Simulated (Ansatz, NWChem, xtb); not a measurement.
# Ligand exchange: CHFO + HOI → CH2O2 + IF

Species: CHFO (formyl fluoride) `O=CF`, singlet; HOI (hypoiodous acid) `OI`, singlet; CH2O2 `O=CO`, singlet; IF (iodine monofluoride), singlet. The partners trade F for OH: C–F and I–OH bonds give way to C–OH and I–F.

Shapes, held fixed at every level: PBE0-D4/def2-TZVP; IF at the measured bond length. Flexible molecules stand in one conformer, not always the lowest. Programs: Ansatz 0.2.0, NWChem 7.3.0, xtb 6.7.1. Electronic energies: no zero-point or thermal term.

```json
{"level": "GFN0-xTB", "kind": "semi-empirical", "ΔE (kJ/mol)": "-59.7"}
{"level": "HF/def2-SVP", "kind": "Hartree–Fock", "ΔE (kJ/mol)": "-27.2"}
{"level": "revPBE/STO-3G", "kind": "GGA", "ΔE (kJ/mol)": "+24.7"}
{"level": "BHLYP/STO-3G", "kind": "global hybrid", "ΔE (kJ/mol)": "+15.5"}
{"level": "CAM-B3LYP/STO-3G", "kind": "range-separated hybrid", "ΔE (kJ/mol)": "+19.9"}
{"level": "BCCD(T)/STO-3G", "kind": "coupled cluster or CI", "ΔE (kJ/mol)": "+13.2"}
{"level": "CCSDT(Q)/STO-3G", "kind": "coupled cluster or CI", "ΔE (kJ/mol)": "+14.0"}
{"level": "CCSDTQ/STO-3G", "kind": "coupled cluster or CI", "ΔE (kJ/mol)": "+14.1"}
{"level": "PBE0/def2-SVP", "kind": "global hybrid", "ΔE (kJ/mol)": "-21.2"}
```

PBE0/def2-SVP gives ΔE = -21.2 kJ/mol; the levels span -59.7 to +24.7. They disagree on the sign: 6 of 9 are positive. The median of the levels is +14.0. No measured value is set beside it here. For atoms past krypton def2 sets carry core potentials with scalar relativity. All-electron rows are non-relativistic unless named. Outer-core shells of I are correlated, in sets that cover them unevenly. Rows in sets without polarisation functions are far from converged.

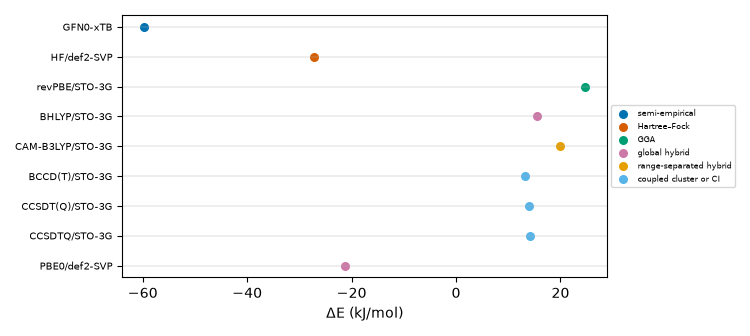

The values of the table, level by level.
